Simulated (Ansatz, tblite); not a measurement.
# The cluster Al5H: removing and adding an electron

What does removing or adding an electron cost or gain for the cluster Al5H? Each charged state is run at several levels.

Method: as each input shows; program: Ansatz 0.2.0, Gaussian basis.

Plan: charge +1 doublet, at the geometry of the singlet (PBE0-D4/def2-TZVP, PBE-D4/def2-TZVP, r2SCAN-D4/def2-TZVP); charge -1 doublet, at the geometry of the singlet (PBE0-D4/def2-TZVPD, PBE-D4/def2-TZVPD, r2SCAN-D4/def2-TZVPD); the starting singlet's energies come from earlier runs.

1 further run of the same task is left out (it didn't finish).

## Step 1: The geometry

The singlet was relaxed beforehand with PBE0-D4/def2-SVP. At that level it is the lowest of the isomers that a small search found.

6 atoms, charge 0, spin multiplicity 1.

Atoms are counted from 1 here; the program's logs count them from 0.

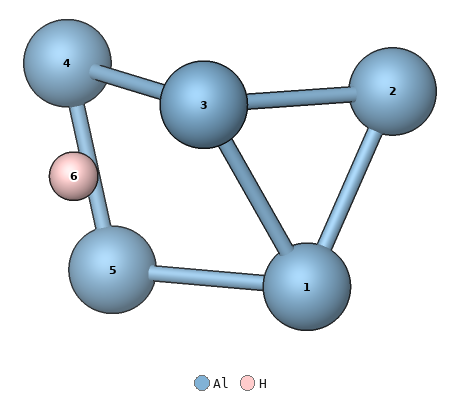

The structure; aluminium light blue, hydrogen pink; atoms are numbered from 1 in the order of the file.

## Step 2: Charge +1 doublet at the fixed geometry, first pass, PBE0-D4/def2-SVP

The input, in.yaml:

```yaml
crystal:
  periodic: [false, false, false]
  atoms:
    - {symbol: Al, position_ang: [-1.470034, 1.316647, -0.375141]}
    - {symbol: Al, position_ang: [-0.146684, 1.856089, 1.760552]}
    - {symbol: Al, position_ang: [1.124388, 0.673160, -0.066529]}
    - {symbol: Al, position_ang: [0.954684, -1.798368, 0.536513]}
    - {symbol: Al, position_ang: [-1.173370, -1.233701, -0.749955]}
    - {symbol: H, position_ang: [0.711025, -0.813827, -1.105439]}
basis:
  gaussian: {orbitals: def2-SVP}
total_charge: 1
magnetization: {spin_polarized: true, initial_magnetization: 1}
hamiltonian: {xc: pbe0, dispersion: d4}
output: {orbitals: {seedname: orbitals}}
```

Launch:

```
> ansatz run in.yaml --threads 2 --pin off --events-out ev --progress --plain --max-ram 4352MiB
```

What it wrote:

```text
Functional definition: PBE0
  name "PBE0"
  cite "Adamo & Barone, J. Chem. Phys. 110, 6158 (1999) doi:10.1063/1.478522"
  cite "Perdew, Burke & Ernzerhof, Phys. Rev. Lett. 77, 3865 (1996) doi:10.1103/PhysRevLett.77.3865"
  parent pbe
  parameter a = 0.25
  parameter kappa = 0.804
  parameter beta = 0.06672455060314922
  exchange = (1 - a)*pbe_x(kappa = kappa, mu = beta*pi^2/3) + a*exact_x
  correlation = pbe_c(beta = beta)
842 factors; integrals over basis functions are off by at most 1.3e-3 eV
mean field evaluation 1: about -32961.2984 eV, gradient 2.2e1 eV
mean field evaluation 2: about -32955.3777 eV, gradient 3.1e1 eV
mean field evaluation 4: about -32965.9944 eV, gradient 4.2e0 eV
mean field evaluation 8: about -32966.2929 eV, gradient 5.1e-1 eV
mean field evaluation 16: about -32966.2985 eV, gradient 1.9e-2 eV
mean field evaluation 32: about -32966.2987 eV, gradient 1.6e-3 eV
mean field evaluation 64: about -32966.2852 eV, gradient 6.4e-1 eV
mean field -32966.29866791 eV, -1211.4891306861 hartree, gradient 5.6e-6 eV, S^2 0.780787; 7 other end points of the search recorded, 0 dependent functions left out
reference -32966.29869638 eV, -1211.4891317322 hartree; 33, 32 occupied and 62, 63 virtual orbitals, 842 factors
Total energy: -32966.51319640 eV, -1211.4970144627 hartree
```

Wall time 13 s (2 threads of Intel Xeon Platinum 8375C at 2.90GHz, shared host).

From the report: HOMO -9.68 eV, LUMO -8.10 eV (over both spins); ⟨S²⟩ 0.781 (pure: 0.75).

## Step 3: Charge +1 doublet at the fixed geometry, PBE0-D4/def2-TZVP

start.molden holds the orbitals of an earlier run on this state, given as this run's starting guess.

in.yaml, as its differences from that of step 2:

```diff
@@ -10,3 +10,3 @@
 basis:
-  gaussian: {orbitals: def2-SVP}
+  gaussian: {orbitals: def2-TZVP, initial_orbitals: start.molden}
 total_charge: 1
@@ -14,2 +14,3 @@
 hamiltonian: {xc: pbe0, dispersion: d4}
+scf: {omitted_lower_state_checks: [starts]}
 output: {orbitals: {seedname: orbitals}}
```

Launched as before.

What it wrote:

```text
Functional definition: PBE0
  name "PBE0"
  cite "Adamo & Barone, J. Chem. Phys. 110, 6158 (1999) doi:10.1063/1.478522"
  cite "Perdew, Burke & Ernzerhof, Phys. Rev. Lett. 77, 3865 (1996) doi:10.1103/PhysRevLett.77.3865"
  parent pbe
  parameter a = 0.25
  parameter kappa = 0.804
  parameter beta = 0.06672455060314922
  exchange = (1 - a)*pbe_x(kappa = kappa, mu = beta*pi^2/3) + a*exact_x
  correlation = pbe_c(beta = beta)
these checks for a lower state are left out or cut short: starts
1439 factors; their error is unknown
mean field evaluation 1: about -32975.8602 eV, gradient 8.4e1 eV
mean field evaluation 2: about -32977.9006 eV, gradient 2.5e0 eV
mean field evaluation 4: about -32978.0258 eV, gradient 1.0e-1 eV
mean field evaluation 8: about -32978.0280 eV, gradient 6.1e-4 eV
mean field -32978.02799718 eV, -1211.9201755860 hartree, gradient 7.4e-6 eV, S^2 0.785686; 0 other end points of the search recorded, 0 dependent functions left out
reference -32978.02802634 eV, -1211.9201766576 hartree; 33, 32 occupied and 158, 159 virtual orbitals, 1439 factors
Total energy: -32978.24252636 eV, -1211.9280593881 hartree
Checks for a lower state left out: starts
```

It took 22 s on 2 threads of Intel Xeon Platinum 8375C at 2.90GHz, shared host; peak memory 1.1 GiB.

Report: HOMO -9.58 eV, LUMO -7.95 eV (over both spins); ⟨S²⟩ 0.786 (pure: 0.75).

## Step 4: Charge +1 doublet at the fixed geometry, PBE-D4/def2-TZVP

in.yaml, as its differences from that of step 3:

```diff
@@ -13,3 +13,3 @@
 magnetization: {spin_polarized: true, initial_magnetization: 1}
-hamiltonian: {xc: pbe0, dispersion: d4}
+hamiltonian: {xc: pbe, dispersion: d4}
 scf: {omitted_lower_state_checks: [starts]}
```

The command is unchanged.

What it wrote:

```text
Functional definition: PBE
  name "PBE"
  cite "Perdew, Burke & Ernzerhof, Phys. Rev. Lett. 77, 3865 (1996) doi:10.1103/PhysRevLett.77.3865"
  parent pbe
  parameter kappa = 0.804
  parameter beta = 0.06672455060314922
  exchange = pbe_x(kappa = kappa, mu = beta*pi^2/3)
  correlation = pbe_c(beta = beta)
these checks for a lower state are left out or cut short: starts
1339 factors; their error is unknown
mean field evaluation 1: about -32975.4895 eV, gradient 9.5e0 eV
mean field evaluation 2: about -32975.6046 eV, gradient 1.9e-1 eV
mean field evaluation 4: about -32975.5939 eV, gradient 6.8e-2 eV
mean field evaluation 8: about -32975.5940 eV, gradient 1.9e-5 eV
mean field -32975.59402333 eV, -1211.8307286970 hartree, gradient 6.8e-6 eV, S^2 0.763225; 0 other end points of the search recorded, 0 dependent functions left out
reference -32975.59406160 eV, -1211.8307301033 hartree; 33, 32 occupied and 158, 159 virtual orbitals, 1339 factors
Total energy: -32975.84287684 eV, -1211.8398738949 hartree
Checks for a lower state left out: starts
```

It took 8 s on 2 threads of Intel Xeon Platinum 8375C at 2.90GHz, shared host.

Report: HOMO -8.96 eV, LUMO -8.64 eV (over both spins); ⟨S²⟩ 0.763 (pure: 0.75).

## Step 5: Charge +1 doublet at the fixed geometry, r2SCAN-D4/def2-TZVP

in.yaml, as its differences from that of step 4:

```diff
@@ -13,3 +13,3 @@
 magnetization: {spin_polarized: true, initial_magnetization: 1}
-hamiltonian: {xc: pbe, dispersion: d4}
+hamiltonian: {xc: r2scan, dispersion: d4}
 scf: {omitted_lower_state_checks: [starts]}
```

The command is unchanged.

What it wrote:

```text
Functional definition: r2SCAN
  name "r2SCAN"
  cite "Furness, Kaplan, Ning, Perdew & Sun, J. Phys. Chem. Lett. 11, 8208 (2020) doi:10.1021/acs.jpclett.0c02405"
  cite "Furness, Kaplan, Ning, Perdew & Sun, J. Phys. Chem. Lett. 11, 9248 (2020) doi:10.1021/acs.jpclett.0c03077"
  parent r2scan
  parameter k0 = 0.174
  parameter k1 = 0.065
  parameter a1 = 4.9479
  exchange = r2scan_x(k0 = k0, k1 = k1, a1 = a1)
  correlation = r2scan_c
these checks for a lower state are left out or cut short: starts
1339 factors; their error is unknown
mean field evaluation 1: about -32989.6069 eV, gradient 6.0e0 eV
mean field evaluation 2: about -32989.6710 eV, gradient 1.3e-1 eV
mean field evaluation 4: about -32989.6529 eV, gradient 4.4e-2 eV
mean field evaluation 8: about -32989.6530 eV, gradient 2.2e-5 eV
mean field -32989.65296848 eV, -1212.3473854016 hartree, gradient 8.7e-6 eV, S^2 0.830261; 0 other end points of the search recorded, 0 dependent functions left out
reference -32989.65298738 eV, -1212.3473860963 hartree; 33, 32 occupied and 158, 159 virtual orbitals, 1339 factors
Total energy: -32989.69952523 eV, -1212.3490963308 hartree
Checks for a lower state left out: starts
```

Run time: 28 s. Hardware: 2 threads of Intel Xeon Platinum 8375C at 2.90GHz, shared host; peak memory 0.64 GiB.

HOMO -9.13 eV, LUMO -8.49 eV (over both spins); ⟨S²⟩ 0.830 (pure: 0.75).

## Step 6: Vertical ionisation energy

Charged state less starting state, singlet to doublet; the starting state's energies are those of its earlier runs.

```csv
level,vertical ionisation energy (eV),time
PBE-D4/def2-TZVP,+6.61,11 s
r2SCAN-D4/def2-TZVP,+6.64,33 s
PBE0-D4/def2-TZVP,+6.60,25 s
```

Times add the two runs; a level without a time comes out of a correlated run.

Beside −ε(HOMO) of the starting state:

```csv
level,−ε(HOMO) (eV),by difference (eV),mismatch (eV)
PBE-D4/def2-TZVP,4.56,6.61,-2.06
r2SCAN-D4/def2-TZVP,4.72,6.64,-1.92
PBE0-D4/def2-TZVP,5.21,6.60,-1.39
```

## Step 7: Charge -1 doublet at the fixed geometry, first pass, PBE0-D4/def2-SVP

in.yaml, as its differences from that of step 5:

```diff
@@ -10,7 +10,6 @@
 basis:
-  gaussian: {orbitals: def2-TZVP, initial_orbitals: start.molden}
-total_charge: 1
+  gaussian: {orbitals: def2-SVP}
+total_charge: -1
 magnetization: {spin_polarized: true, initial_magnetization: 1}
-hamiltonian: {xc: r2scan, dispersion: d4}
-scf: {omitted_lower_state_checks: [starts]}
+hamiltonian: {xc: pbe0, dispersion: d4}
 output: {orbitals: {seedname: orbitals}}
```

Same command.

What it wrote:

```text
Functional definition: PBE0
  name "PBE0"
  cite "Adamo & Barone, J. Chem. Phys. 110, 6158 (1999) doi:10.1063/1.478522"
  cite "Perdew, Burke & Ernzerhof, Phys. Rev. Lett. 77, 3865 (1996) doi:10.1103/PhysRevLett.77.3865"
  parent pbe
  parameter a = 0.25
  parameter kappa = 0.804
  parameter beta = 0.06672455060314922
  exchange = (1 - a)*pbe_x(kappa = kappa, mu = beta*pi^2/3) + a*exact_x
  correlation = pbe_c(beta = beta)
842 factors; integrals over basis functions are off by at most 1.3e-3 eV
mean field evaluation 1: about -32974.5785 eV, gradient 4.2e0 eV
mean field evaluation 2: about -32974.5951 eV, gradient 3.9e0 eV
mean field evaluation 4: about -32974.7573 eV, gradient 1.2e0 eV
mean field evaluation 8: about -32974.8550 eV, gradient 1.1e-1 eV
mean field evaluation 16: about -32974.8560 eV, gradient 9.7e-3 eV
mean field evaluation 32: about -32974.8561 eV, gradient 3.7e-4 eV
mean field evaluation 64: about -32974.7487 eV, gradient 7.7e-1 eV
mean field -32974.85606927 eV, -1211.8036093855 hartree, gradient 6.5e-6 eV, S^2 0.789274; 7 other end points of the search recorded, 0 dependent functions left out
reference -32974.85609568 eV, -1211.8036103559 hartree; 34, 33 occupied and 61, 62 virtual orbitals, 842 factors
Total energy: -32975.09736911 eV, -1211.8124769912 hartree
```

It took 11 s on 2 threads of Intel Xeon Platinum 8375C at 2.90GHz, shared host.

From the report: HOMO -0.48 eV, LUMO 1.26 eV (over both spins); ⟨S²⟩ 0.789 (pure: 0.75).

## Step 8: Charge -1 doublet at the fixed geometry, PBE0-D4/def2-TZVPD

in.yaml, as its differences from that of step 7:

```diff
@@ -10,3 +10,3 @@
 basis:
-  gaussian: {orbitals: def2-SVP}
+  gaussian: {orbitals: def2-TZVPD, initial_orbitals: start.molden}
 total_charge: -1
@@ -14,2 +14,3 @@
 hamiltonian: {xc: pbe0, dispersion: d4}
+scf: {omitted_lower_state_checks: [starts]}
 output: {orbitals: {seedname: orbitals}}
```

Launched as before.

What it wrote:

```text
Functional definition: PBE0
  name "PBE0"
  cite "Adamo & Barone, J. Chem. Phys. 110, 6158 (1999) doi:10.1063/1.478522"
  cite "Perdew, Burke & Ernzerhof, Phys. Rev. Lett. 77, 3865 (1996) doi:10.1103/PhysRevLett.77.3865"
  parent pbe
  parameter a = 0.25
  parameter kappa = 0.804
  parameter beta = 0.06672455060314922
  exchange = (1 - a)*pbe_x(kappa = kappa, mu = beta*pi^2/3) + a*exact_x
  correlation = pbe_c(beta = beta)
these checks for a lower state are left out or cut short: starts
1521 factors; their error is unknown
mean field evaluation 1: about -32984.3161 eV, gradient 8.4e1 eV
mean field evaluation 2: about -32986.2919 eV, gradient 2.4e0 eV
mean field evaluation 4: about -32986.4198 eV, gradient 1.1e-1 eV
mean field evaluation 8: about -32986.4201 eV, gradient 1.9e-5 eV
mean field -32986.42011190 eV, -1212.2285801138 hartree, gradient 1.9e-5 eV, S^2 0.792022; 0 other end points of the search recorded, 0 dependent functions left out
reference -32986.42014409 eV, -1212.2285812968 hartree; 34, 33 occupied and 190, 191 virtual orbitals, 1521 factors
Total energy: -32986.66141753 eV, -1212.2374479320 hartree
Checks for a lower state left out: starts
```

Run time: 16 s. Hardware: 2 threads of Intel Xeon Platinum 8375C at 2.90GHz, shared host; peak memory 1 GiB.

From the report: HOMO -0.51 eV, LUMO 1.23 eV (over both spins); ⟨S²⟩ 0.792 (pure: 0.75).

## Step 9: Charge -1 doublet at the fixed geometry, PBE-D4/def2-TZVPD

in.yaml, as its differences from that of step 8:

```diff
@@ -13,3 +13,3 @@
 magnetization: {spin_polarized: true, initial_magnetization: 1}
-hamiltonian: {xc: pbe0, dispersion: d4}
+hamiltonian: {xc: pbe, dispersion: d4}
 scf: {omitted_lower_state_checks: [starts]}
```

Launched as before.

What it wrote:

```text
Functional definition: PBE
  name "PBE"
  cite "Perdew, Burke & Ernzerhof, Phys. Rev. Lett. 77, 3865 (1996) doi:10.1103/PhysRevLett.77.3865"
  parent pbe
  parameter kappa = 0.804
  parameter beta = 0.06672455060314922
  exchange = pbe_x(kappa = kappa, mu = beta*pi^2/3)
  correlation = pbe_c(beta = beta)
these checks for a lower state are left out or cut short: starts
1371 factors; their error is unknown
mean field evaluation 1: about -32983.8221 eV, gradient 9.5e0 eV
mean field evaluation 2: about -32983.9432 eV, gradient 2.0e-1 eV
mean field evaluation 4: about -32983.9438 eV, gradient 1.2e-2 eV
mean field evaluation 8: about -32983.9438 eV, gradient 4.6e-5 eV
mean field -32983.94382307 eV, -1212.1375781777 hartree, gradient 2.2e-5 eV, S^2 0.764236; 0 other end points of the search recorded, 0 dependent functions left out
reference -32983.94386549 eV, -1212.1375797365 hartree; 34, 33 occupied and 190, 191 virtual orbitals, 1371 factors
Total energy: -32984.22382320 eV, -1212.1478679927 hartree
Checks for a lower state left out: starts
```

It took 7.5 s on 2 threads of Intel Xeon Platinum 8375C at 2.90GHz, shared host.

From the report: HOMO 0.13 eV, LUMO 0.65 eV (over both spins); ⟨S²⟩ 0.764 (pure: 0.75). Doubts: highest occupied level lies above zero.

## Step 10: Charge -1 doublet at the fixed geometry, r2SCAN-D4/def2-TZVPD

in.yaml, as its differences from that of step 9:

```diff
@@ -13,3 +13,3 @@
 magnetization: {spin_polarized: true, initial_magnetization: 1}
-hamiltonian: {xc: pbe, dispersion: d4}
+hamiltonian: {xc: r2scan, dispersion: d4}
 scf: {omitted_lower_state_checks: [starts]}
```

Same command.

What it wrote:

```text
Functional definition: r2SCAN
  name "r2SCAN"
  cite "Furness, Kaplan, Ning, Perdew & Sun, J. Phys. Chem. Lett. 11, 8208 (2020) doi:10.1021/acs.jpclett.0c02405"
  cite "Furness, Kaplan, Ning, Perdew & Sun, J. Phys. Chem. Lett. 11, 9248 (2020) doi:10.1021/acs.jpclett.0c03077"
  parent r2scan
  parameter k0 = 0.174
  parameter k1 = 0.065
  parameter a1 = 4.9479
  exchange = r2scan_x(k0 = k0, k1 = k1, a1 = a1)
  correlation = r2scan_c
these checks for a lower state are left out or cut short: starts
1371 factors; their error is unknown
mean field evaluation 1: about -32998.1094 eV, gradient 6.0e0 eV
mean field evaluation 2: about -32998.1716 eV, gradient 1.3e-1 eV
mean field evaluation 4: about -32998.1668 eV, gradient 1.5e-2 eV
mean field evaluation 8: about -32998.1668 eV, gradient 2.1e-5 eV
mean field -32998.16683622 eV, -1212.6602642704 hartree, gradient 2.0e-5 eV, S^2 0.809507; 0 other end points of the search recorded, 0 dependent functions left out
reference -32998.16686515 eV, -1212.6602653332 hartree; 34, 33 occupied and 190, 191 virtual orbitals, 1371 factors
Total energy: -32998.21958535 eV, -1212.6622027652 hartree
Checks for a lower state left out: starts
```

It took 37 s on 2 threads of Intel Xeon Platinum 8375C at 2.90GHz, shared host; peak memory 0.85 GiB.

From the report: HOMO -0.08 eV, LUMO 0.79 eV (over both spins); ⟨S²⟩ 0.810 (pure: 0.75).

## Step 11: Vertical electron affinity

Starting state less charged state (positive: the electron is bound), singlet to doublet; the starting state's energies are those of its earlier runs.

```csv
level,vertical electron affinity (eV),time
PBE-D4/def2-TZVPD,+1.75,11 s
r2SCAN-D4/def2-TZVPD,+1.85,44 s
PBE0-D4/def2-TZVPD,+1.80,21 s
```

Times add the two runs; a level without a time comes out of a correlated run.

Beside −ε(LUMO) of the starting state:

```csv
level,−ε(LUMO) (eV),by difference (eV),mismatch (eV)
PBE-D4/def2-TZVPD,3.61,1.75,+1.87
r2SCAN-D4/def2-TZVPD,3.61,1.85,+1.76
PBE0-D4/def2-TZVPD,3.07,1.80,+1.27
```

## Step 12: Outcome

| quantity | value |
| --- | --- |
| vertical ionisation energy, functionals in def2-TZVP | 6.60 (PBE0-D4) to 6.64 eV (r2SCAN-D4) |
| vertical electron affinity, functionals in def2-TZVPD | 1.75 (PBE-D4) to 1.85 eV (r2SCAN-D4) |

In words: The vertical ionisation energy spans 6.60 to 6.64 eV over the functionals. −ε(HOMO) misses the level's own difference by -1.39 eV at best (PBE0-D4) and -2.06 eV at worst (PBE-D4). The vertical electron affinity spans 1.75 to 1.85 eV over the functionals. −ε(LUMO) misses the level's own difference by +1.27 eV at best (PBE0-D4) and +1.87 eV at worst (PBE-D4).
